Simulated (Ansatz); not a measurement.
AlBH$_{2}$OS

```yaml
atoms:
  - { symbol: S, position_ang: [-0.7492, -0.1036, -2.1165] }
  - { symbol: B, position_ang: [-0.0260, -0.1224, -0.4695] }
  - { symbol: O, position_ang: [1.0638, -0.7366, 0.0000] }
  - { symbol: Al, position_ang: [0.4060, 0.1409, 1.4575] }
  - { symbol: H, position_ang: [-1.7774, 0.7026, -1.7816] }
  - { symbol: H, position_ang: [1.1248, 0.0552, 2.8639] }
```

All numbers below come from RKS PBE0-D4/def2-SVP in Ansatz 0.2.0.

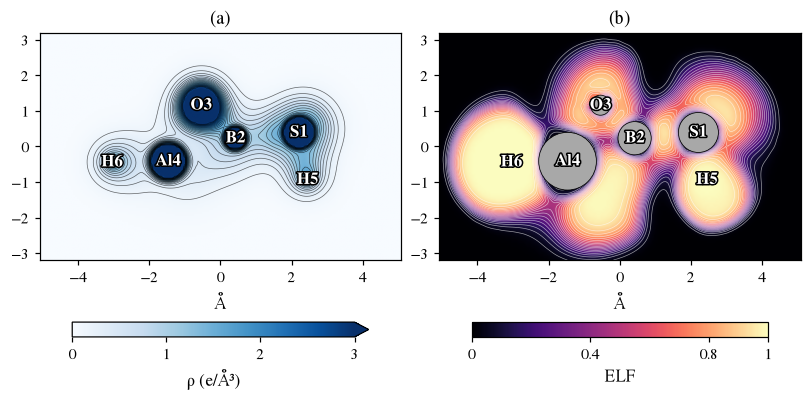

Figure 1. (a) electron density; (b) ELF on the molecular plane. Grey discs cover the atomic cores in the ELF map.

Describe what can be read from this map.

- The plane passes through S, B, O, Al and H nuclei.
- B–O (1.34 Å): ρ is about 2.3 e/Å³ halfway; the ELF peaks at about 0.85 between the atoms: a polar covalent bond.
- B–S (1.80 Å): ρ is about 1.2 e/Å³ halfway; the ELF peaks at about 0.95 between the atoms (localised, covalent bonding).
- Al–O (1.82 Å): ρ at the midpoint is about 0.66 e/Å³; the ELF peaks at about 0.85 in the valence shell of O, 0.6 Å from its nucleus, and is about 0.35 at the midpoint.
- Al–B (1.99 Å): ρ at the midpoint is about 0.51 e/Å³; the ELF peaks at about 0.60 in the valence shell of B, 0.8 Å from its nucleus, and is about 0.50 at the midpoint.
- S–H (1.35 Å): ρ is about 1.4 e/Å³ halfway; the ELF climbs to about 1 towards the hydrogen, as it does in any bond to H.
- The ELF also peaks beside Al4, S1 and O3, away from the bonds: lone-pair regions.

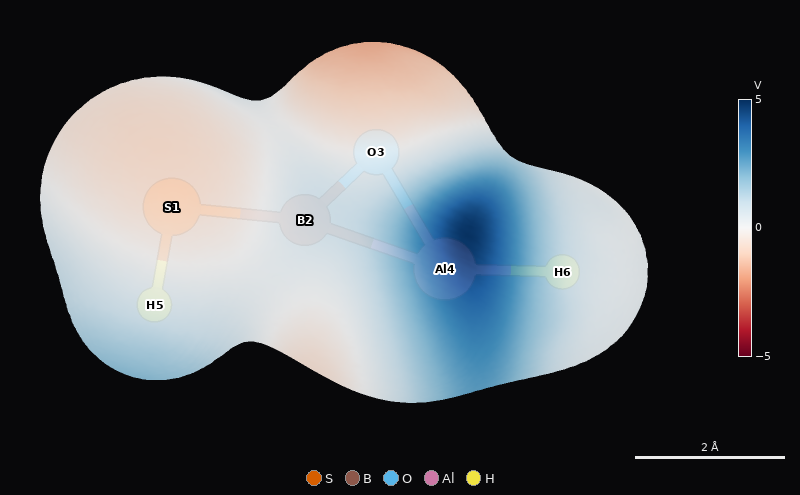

Figure 2. The molecular electrostatic potential painted on the density surface at 0.004 e/bohr³, seen across its widest extent; red is negative and blue positive.

Describe the electrostatic potential map.

The most negative region (about −1.7 V, or −39 kcal/mol for a unit charge) lies over O3, the most positive (about +4.8 V, or +111 kcal/mol for a unit charge) over Al4. O3 is the likeliest acceptor of a hydrogen bond.

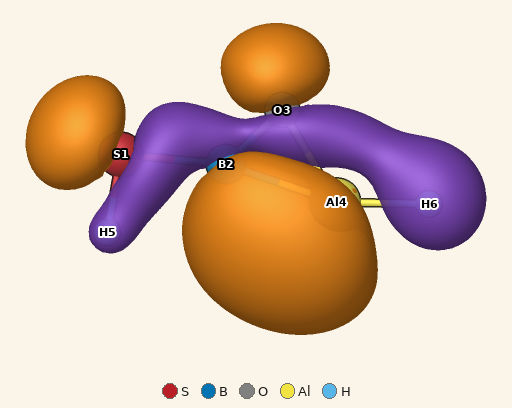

Figure 3. The HOMO at ±0.06 Å⁻³ᐟ² (orange and purple are the two phases), seen across its widest extent.

Describe this orbital and give its energy.

By Hirshfeld shares it lies mainly on Al4 (about 40 %), B2 (about 25 %), O3 (about 20 %) and S1 (about 10 %); it is symmetric in the molecular plane (an in-plane orbital: σ, lone-pair or in-plane π type). Its energy is −6.25 eV.
